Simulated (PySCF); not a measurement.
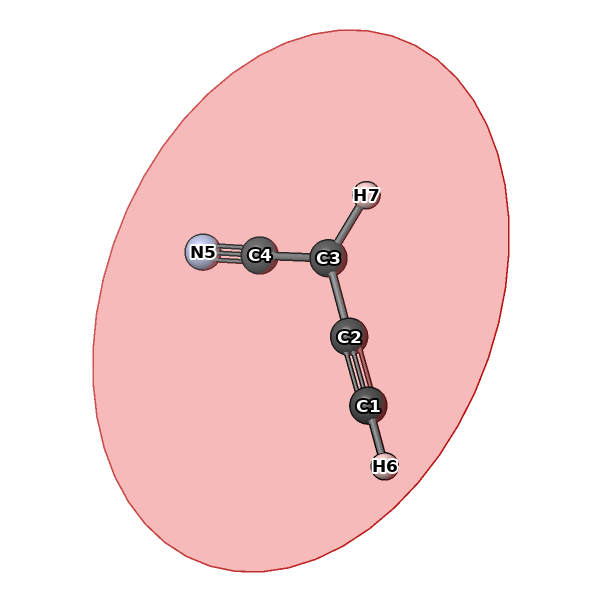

A disc through the centre of mass is drawn in. Atoms fade into the background with distance from the viewer. Charge 0, doublet. The computed structure is the end point of a PBE0-D3(BJ)/def2-SVP optimisation. No frequency run is at hand to confirm it as a minimum.

Question: Is the plane of the disc a mirror plane of the structure?

Answer: Yes. The reflection leaves C1, C2, C3, C4, N5, H6, H7 in place. The point group is Cs.
